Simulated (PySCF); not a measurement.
Si(H)2(Et)(OMe), C3H10OSi, SMILES CC[SiH2]OC at its GFN2-xTB optimised geometry (Å):

```
15

Si    -0.4441    -0.3047     0.0000
C     -1.1599    -1.2792     1.4538
C     -0.7294    -0.6930     2.7907
O     -1.0263    -1.0982    -1.2905
C     -0.8100    -0.8032    -2.6346
H      1.0263    -0.3047     0.0000
H     -0.8844     1.0982     0.0000
H     -2.2495    -1.2875     1.4024
H     -0.8418    -2.3215     1.4025
H     -1.0624     0.3381     2.8814
H      0.3541    -0.7032     2.8818
H     -1.1465    -1.2601     3.6216
H      0.2549    -0.8445    -2.8752
H     -1.1802     0.1957    -2.8775
H     -1.3436    -1.5407    -3.2350
```

Calculation: PBE0/def2-TZVP (PySCF).

Map of the log10 of the electron density (e/bohr³), floored at −4 on the plane z = 0.6 Å:

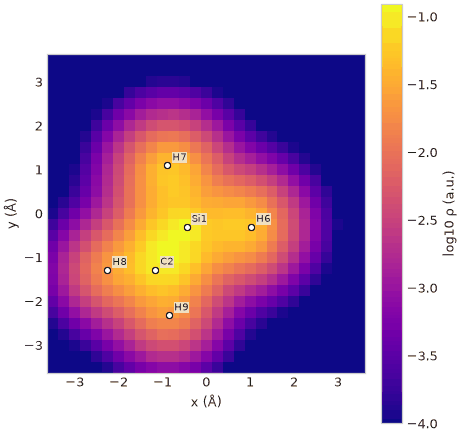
Figure. Log10 of the electron density (e/bohr³), floored at −4 on the plane z = 0.6 Å.
